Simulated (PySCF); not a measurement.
```csv
atom,x (Å),y (Å),z (Å)
Ni,0.0000,0.0000,-0.4329
F,0.0000,0.0000,1.3201
```

⟨S²⟩ = 0.85, above the pure value of 0.75.

The calculation used PBE0/def2-TZVPP, non-relativistic Hamiltonian with scalar-relativistic core potentials where named, at a bond length of 1.753 Å in PySCF 2.14.0.

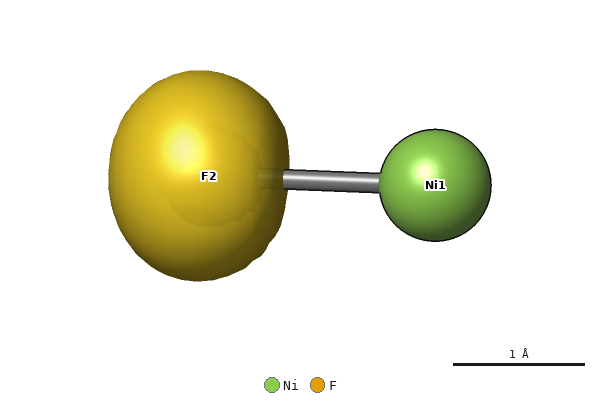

NiF (doublet). Isosurface of the ELF at 0.75 (yellow), seen from one side. Only the valence region is drawn (cores and ρ < 0.01 e/Å³ removed).

### Identify the bonds, lone pairs and shells in this picture.

The ELF exceeds this value in one region wrapped around F (its valence shell).

Values along the shortest contacts:
Ni–F (1.75 Å): the ELF peaks at about 0.85 in the valence shell of F, 0.5 Å from its nucleus, and is about 0.15 at the midpoint.
